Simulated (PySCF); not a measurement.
## Run report: GeSiNH$_{7}$, excited-state calculation

- system: GeSiNH$_{7}$, SMILES N[SiH2][GeH3]
- method: TDDFT PBE0/def2-TZVP, vertical, gas phase, core orbitals frozen in the response (PySCF 2.14.0)

The geometry comes from this level: PBE0-D3(BJ)/def2-SVP.

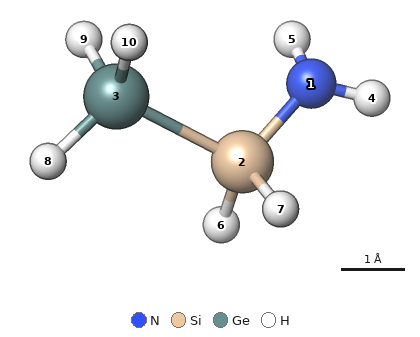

**Figure 1.** The structure as given in the input (ball-and-stick view, seen at a tilt; atoms are numbered from 1 in the order of the input). Sticks mark near contacts.

**Summary**

| quantity | value |
| --- | --- |
| outcome | converged |
| total energy | −2425.054197 hartree |
| HOMO | −7.36 eV |
| LUMO | −0.03 eV |
| dipole moment | 1.56 D |
| mean polarisability | 69.05 a.u. |
| lowest singlet excitation | 5.90 eV |
| hardware | 1 CPU thread, shared host |
| wall time | 15 s |
| peak memory | 0.77 GiB |

**Notes**

Spin–orbit coupling is left out, which matters for the heavy atoms.

**Input file**
```
{"job": {"kind": "uv", "xc": "PBE0", "basis": "def2-TZVP"}, "charge": 0, "multiplicity": 1}
N      1.642993     0.713003     0.485993
Si     0.630449    -0.662977     0.175658
Ge    -1.630297     0.070578     0.305942
H      2.637633     0.574399     0.630687
H      1.479114     1.568396    -0.033602
H      0.817221    -1.342917    -1.154016
H      0.918865    -1.689079     1.224094
H     -2.607268    -1.055434    -0.086680
H     -1.855815     1.250491    -0.664069
H     -1.984338     0.552862     1.725442
```

The first line tells a small driver script what to run in PySCF; the rest is the geometry in Å.

Launch command:
```bash
OMP_NUM_THREADS=1 python <driver script> task.json out
```

**Output**
```
coarse grid: 36256 points
cycle   1  E = -2424.9993789583  dE = -6.680e-01  |g| = 7.132e-01  |ddm| = 2.215e+00
cycle   2  E = -2424.9553868375  dE =  4.399e-02  |g| = 8.788e-01  |ddm| = 7.367e-01
cycle   3  E = -2425.0526736226  dE = -9.729e-02  |g| = 8.419e-02  |ddm| = 4.806e-01
cycle   4  E = -2425.0541109887  dE = -1.437e-03  |g| = 2.528e-02  |ddm| = 6.281e-02
cycle   5  E = -2425.0542051135  dE = -9.412e-05  |g| = 4.744e-03  |ddm| = 1.508e-02
cycle   6  E = -2425.0542089649  dE = -3.851e-06  |g| = 4.854e-04  |ddm| = 4.257e-03
final grid: 73560 points
cycle   7  E = -2425.0541969622  dE = -5.135e-08  |g| = 5.157e-04  |ddm| = 1.526e-03
cycle   8  E = -2425.0541969564  dE =  5.798e-09  |g| = 6.611e-04  |ddm| = 7.698e-04
cycle   9  E = -2425.0541970148  dE = -5.839e-08  |g| = 5.417e-05  |ddm| = 3.569e-04
cycle  10  E = -2425.0541970156  dE = -8.667e-10  |g| = 1.345e-05  |ddm| = 5.624e-05
```

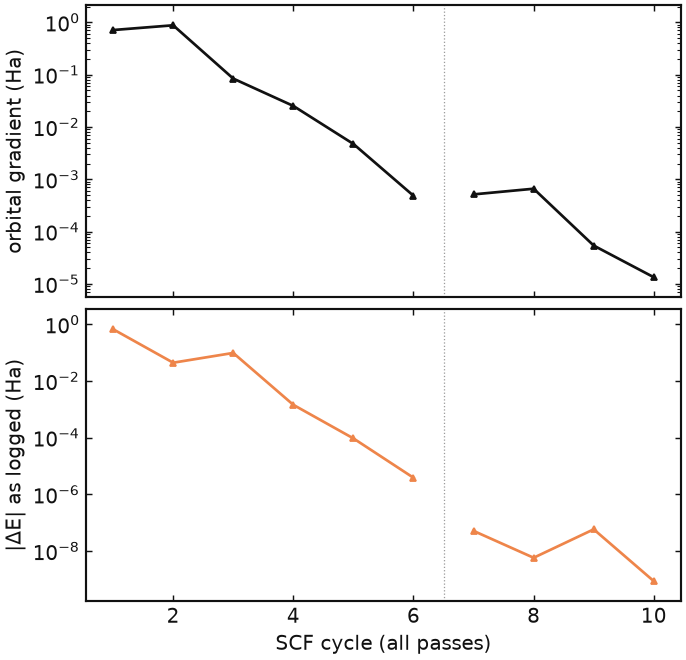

**Figure 2.** Convergence of the self-consistent field: orbital gradient and size of the energy change against the SCF cycle. The dotted line marks the change from a coarse to the final integration grid. The first 6 cycles use a coarse grid, the final grid takes over at cycle 7, and the field converges after 10 cycles in all.

```
converged SCF energy = -2425.0541970156

Static polarisability (au): isotropic 69.046, principal 60.970 65.271 80.897

Singlet excitations
state   eV       nm        f      main configurations
  1   5.8969    210.3   0.00579   H->L 0.98
  2   6.8883    180.0   0.02438   H->L+1 0.79, H-1->L 0.16
  3   6.9976    177.2   0.07732   H-1->L 0.73, H->L+1 0.16
  4   7.1717    172.9   0.03133   H->L+2 0.91
  5   7.5565    164.1   0.00506   H->L+3 0.87
  6   7.8362    158.2   0.05607   H-1->L+1 0.64, H->L+5 0.10
  7   7.9295    156.4   0.03850   H->L+4 0.72, H-1->L+2 0.09
  8   8.0193    154.6   0.06314   H-2->L 0.68, H-1->L+1 0.14
  9   8.0460    154.1   0.01842   H->L+5 0.37, H-1->L+2 0.34, H-2->L 0.11
 10   8.0789    153.5   0.18163   H-1->L+2 0.39, H->L+5 0.31

Triplet excitations (Tamm-Dancoff, eV): 5.4757 6.1979 6.3081 6.6531
```

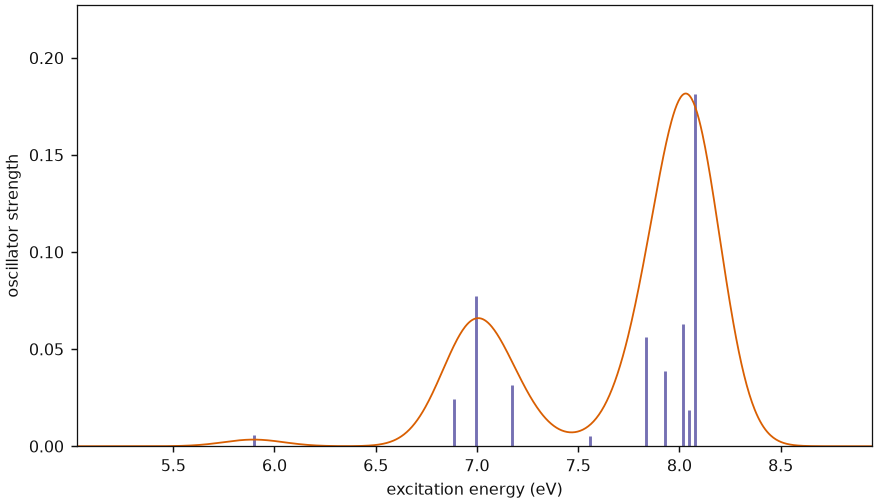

**Figure 3.** Computed excitations as sticks (degenerate states added up, dark ones marked on the axis), with a Gaussian envelope of 0.35 eV full width at half maximum, scaled to the tallest. Of the 10 states the lowest lies at 5.90 eV (f = 0.006); the strongest line is at 8.08 eV, or 153 nm (f = 0.182).

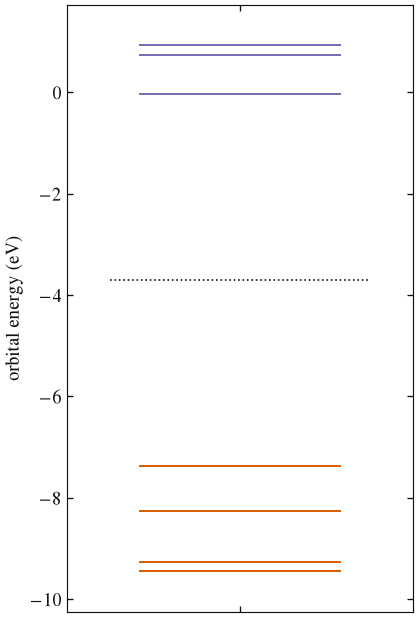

**Figure 4.** Orbital energies near the frontier; the dotted line parts filled from empty levels, and levels within 0.02 eV of each other stand side by side. Highest filled −7.36 eV, lowest empty −0.03 eV, 7.33 eV apart.
